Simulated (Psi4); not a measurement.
# SiNH3 (SMILES [N][SiH3]) at UPBE/def2-TZVP (density fitting with cc-pvqz-jkfit, sweep point 5)

What is the vertical electron affinity of SiNH3 at UPBE/def2-TZVP (density fitting with cc-pvqz-jkfit, sweep point 5)? 

The calculation is run with Psi4 1.11.

## Step 1: The structure to begin with

SiNH3: 5 atoms, total charge 0, spin state triplet. SMILES: `[N][SiH3]`. The shape is that of a GFN2-xTB optimisation.

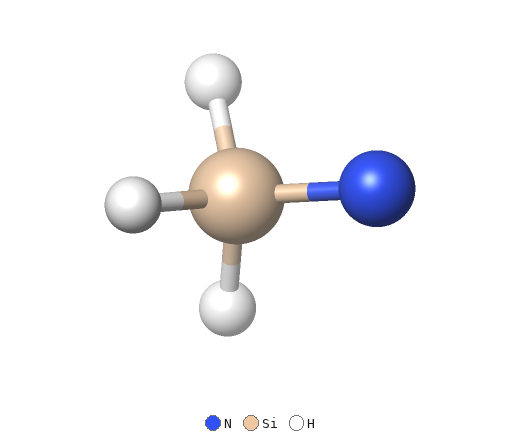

The structure, seen from a chosen angle (nitrogen blue, silicon light orange, hydrogen white).

## Step 2: The energy at UPBE/def2-TZVP (density fitting with cc-pvqz-jkfit, sweep point 5)

Contents of input.in:

```
memory 1600 MB

molecule m {
  0 3
  N     -2.90380985     0.63179214     0.90614257
  Si     0.01935080    -0.00442196    -0.00721875
  H      0.12273771    -0.59186222    -2.73139124
  H      1.04898697    -2.19771369     1.37422774
  H      1.71273438     2.16220573     0.45823969
  units bohr
  symmetry c1
}

set basis def2-TZVP
set reference uks
set puream true
set scf_type df
set dft_radial_points 99
set dft_spherical_points 590
set df_basis_scf cc-pvqz-jkfit
set maxiter 150

e_tot, wfn = energy('pbe', return_wfn=True)
print_variables()
```

Command:

```
psi4 -i input.in -o input.out -n 1
```

input.out:

```text
[...]
  Running in c1 symmetry.
[...]
  Nuclear repulsion =   51.355040895474829
[...]
  Multiplicity = 3
[...]
  Nalpha       = 13
  Nbeta        = 11
[...]
    Number of basis functions: 86
[...]
   @DF-UKS iter   1:  -345.54756026114188   -2.65451e-01   7.06467e-03 ADIIS/DIIS
[...]
   @DF-UKS iter   9:  -345.72187937971012   -2.95205e-08   2.66959e-07 DIIS
[...]
   @S^2 Observed:                2.005710480E+00
[...]
    Orbital Energies [Eh]
    ---------------------
    Alpha Occupied:
       1A    -65.404295     2A    -14.040645     3A     -5.058029
       4A     -3.467513     5A     -3.467286     6A     -3.467284
       7A     -0.759632     8A     -0.479295     9A     -0.355229
      10A     -0.355212    11A     -0.298811    12A     -0.275131
      13A     -0.275046
    Alpha Virtual:
      14A     -0.019065    15A      0.025949    16A      0.026130
      17A      0.038851    18A      0.130198    19A      0.130209
      20A      0.171268    21A      0.195001    22A      0.195241
      23A      0.212420    24A      0.257611    25A      0.257653
[...]
  @DF-UKS Final Energy:  -345.72187937971012
   => Energetics <=
    Nuclear Repulsion Energy =             51.3550408954748292
    One-Electron Energy =                -579.1304630195475056
    Two-Electron Energy =                 210.7218868264457399
    DFT Exchange-Correlation Energy =     -28.6683440820832054
    Empirical Dispersion Energy =           0.0000000000000000
    VV10 Nonlocal Energy =                  0.0000000000000000
    Total Energy =                       -345.7218793797101171
[...]
 Multipole Moments:
 ------------------------------------------------------------------------------------
     Multipole            Electronic (a.u.)      Nuclear  (a.u.)        Total (a.u.)
 ------------------------------------------------------------------------------------
 L = 1.  Multiply by 2.5417464519 to convert [e a0] to [Debye]
 Dipole X            :         -2.0619461            2.6745596            0.6126135
 Dipole Y            :          0.4481089           -0.5816206           -0.1335117
 Dipole Z            :          0.6404054           -0.8329727           -0.1925673
 Magnitude           :                                                    0.6558985
[...]
```

Run time: 15 s. Hardware: 1 thread of Intel Xeon Platinum 8259CL at 2.50GHz (Skylake/Cascade Lake), shared host; peak memory 0.86 GiB.

## Step 3: The doublet anion

Contents of h3nsi.in:

```
memory 1600 mb

molecule {
  -1 2
  N     -2.90380985     0.63179214     0.90614257
  Si     0.01935080    -0.00442196    -0.00721875
  H      0.12273771    -0.59186222    -2.73139124
  H      1.04898697    -2.19771369     1.37422774
  H      1.71273438     2.16220573     0.45823969
  units bohr
  symmetry c1
}

set basis def2-TZVP
set reference uks
set puream true
set scf_type df
set dft_radial_points 99
set dft_spherical_points 590
set df_basis_scf cc-pvqz-jkfit
set maxiter 150

energy_value, wavefunction = energy("pbe", return_wfn=True)
print_variables()
```

Command:

```
psi4 -n 1 h3nsi.in h3nsi.out
```

h3nsi.out:

```text
[...]
  Running in c1 symmetry.
[...]
  Nuclear repulsion =   51.355040895474829
[...]
  Multiplicity = 2
[...]
  Nalpha       = 13
  Nbeta        = 12
[...]
    Number of basis functions: 86
[...]
   @DF-UKS iter   1:  -345.29743606235729   -1.53264e-02   1.12470e-02 DIIS/ADIIS
[...]
   @DF-UKS iter  11:  -345.77572240747247   -9.25820e-09   4.49707e-07 DIIS
[...]
   @S^2 Observed:                7.530918832E-01
[...]
    Orbital Energies [Eh]
    ---------------------
    Alpha Occupied:
       1A    -65.156268     2A    -13.697808     3A     -4.806323
       4A     -3.217408     5A     -3.216071     6A     -3.214141
       7A     -0.428868     8A     -0.235005     9A     -0.114301
      10A     -0.102475    11A     -0.001414    12A      0.016175
      13A      0.060153
    Alpha Virtual:
      14A      0.189267    15A      0.230372    16A      0.236142
      17A      0.241610    18A      0.319185    19A      0.324928
      20A      0.381612    21A      0.424813    22A      0.427410
      23A      0.431174    24A      0.464864    25A      0.476741
[...]
  @DF-UKS Final Energy:  -345.77572240747247
   => Energetics <=
    Nuclear Repulsion Energy =             51.3550408954748292
    One-Electron Energy =                -585.5772476135334728
    Two-Electron Energy =                 217.3587680895768983
    DFT Exchange-Correlation Energy =     -28.9122837789907265
    Empirical Dispersion Energy =           0.0000000000000000
    VV10 Nonlocal Energy =                  0.0000000000000000
    Total Energy =                       -345.7757224074724718
[...]
 Multipole Moments:
 ------------------------------------------------------------------------------------
     Multipole            Electronic (a.u.)      Nuclear  (a.u.)        Total (a.u.)
 ------------------------------------------------------------------------------------
 L = 1.  Multiply by 2.5417464519 to convert [e a0] to [Debye]
 Dipole X            :         -1.7086131            2.6745596            0.9659465
 Dipole Y            :          0.3769625           -0.5816206           -0.2046581
 Dipole Z            :          0.5760256           -0.8329727           -0.2569471
 Magnitude           :                                                    1.0202742
[...]
```

Wall time 18 s (1 thread of Intel Xeon Platinum 8259CL at 2.50GHz (Skylake/Cascade Lake), shared host); peak memory 0.86 GiB.

## Step 4: Results

At UPBE/def2-TZVP (density fitting with cc-pvqz-jkfit, sweep point 5):

```
                                         quantity          value
                      triplet SiNH3: total energy  -345.72188 Eh
                     triplet SiNH3: dipole moment         1.67 D
triplet SiNH3: HOMO energy (highest over α and β)       -7.26 eV
 triplet SiNH3: LUMO energy (lowest over α and β)       -4.92 eV
                              triplet SiNH3: ⟨S²⟩          2.006
                      doublet anion: total energy  -345.77572 Eh
doublet anion: HOMO energy (highest over α and β)        2.02 eV
 doublet anion: LUMO energy (lowest over α and β)        2.57 eV
                              doublet anion: ⟨S²⟩          0.753
vertical electron affinity (to the doublet anion)       1.465 eV
```

What this shows: At fixed nuclei the extra electron is bound by 1.47 eV (141 kJ/mol). The basis has no diffuse functions, so the error can be as large as this value. The HOMO (doublet anion) lies at positive energy, 2.02 eV, as semi-local functionals often give for anions; only total energies tell whether the electron is bound.
